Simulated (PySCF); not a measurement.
## Electronic structure of F3Pb···F (charge +1, doublet) in real space

The calculation's input:

```
{"job": {"kind": "sp", "xc": "PBE0", "basis": "ma-def2-SVP", "d3": "d3bj", "grid": 2}, "charge": 1, "multiplicity": 2}
Pb     0.026956    -0.052756    -0.484310
F     -0.057852     0.203948     2.030152
F      1.998827     0.002693    -0.596641
F     -0.989750     1.607774    -0.815890
F     -0.944243    -1.750259    -0.201410
```

Run with:

```sh
OMP_NUM_THREADS=1 python redox_run.py task.json out
```

Geometry: PBE0-D3(BJ)/def2-SVP; core potentials replace the inner electrons of Pb.

Computed with DFT single point, gas phase, functional PBE0 (PySCF).

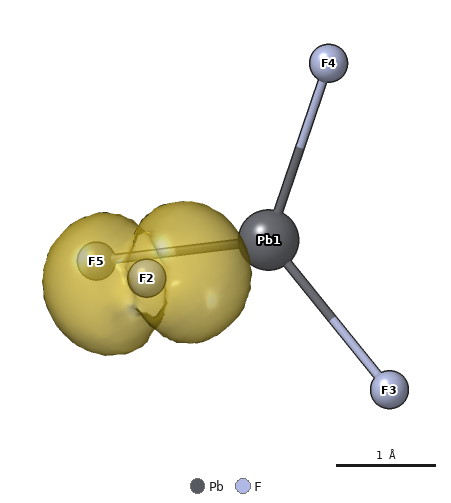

Figure 1. Isosurfaces of the spin density (α minus β) at +0.04 (yellow) and −0.04 e/Å³ (cyan), seen at a tilt.

> Which atoms carry the spin?

The unpaired spin (1 electron) lies mostly on F2 (about 1.0), in electrons by Hirshfeld's partition. Only one sign reaches the isovalue.

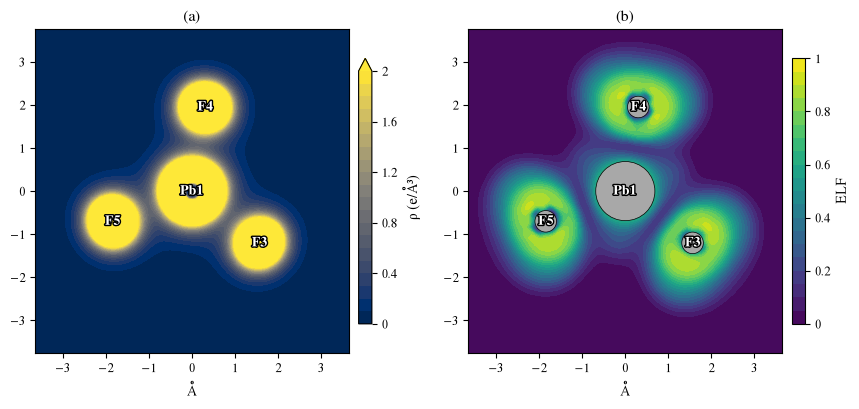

Figure 2. (a) electron density; (b) ELF on the plane of atoms F4, Pb1 and F5. Grey discs cover the atomic cores in the ELF map.

> What does the map show?

- The plane passes through Pb and F nuclei.
- Pb–F (1.98 Å): ρ is about 0.87 e/Å³ halfway; the ELF peaks at about 0.75 in the valence shell of F, 0.5 Å from its nucleus, and drops to about 0.15 between the two atoms.
- The ELF also peaks beside F3, F5 and F4, away from the bonds: non-bonding electrons, paired or unpaired.

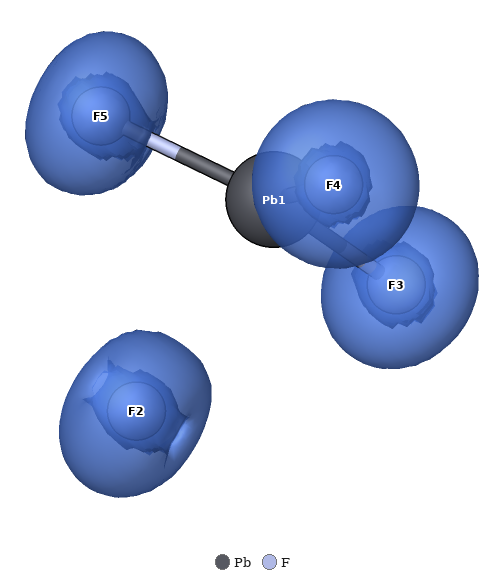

Figure 3. Isosurface of the ELF at 0.75 (blue), seen from one side. Core shells and regions of very low density are left out.

> What do the ELF domains correspond to?

The surface consists of four regions wrapped around F (the valence shell of each).


Pb1···F2 (2.53 Å): the ELF dips to about 0.10 between them.
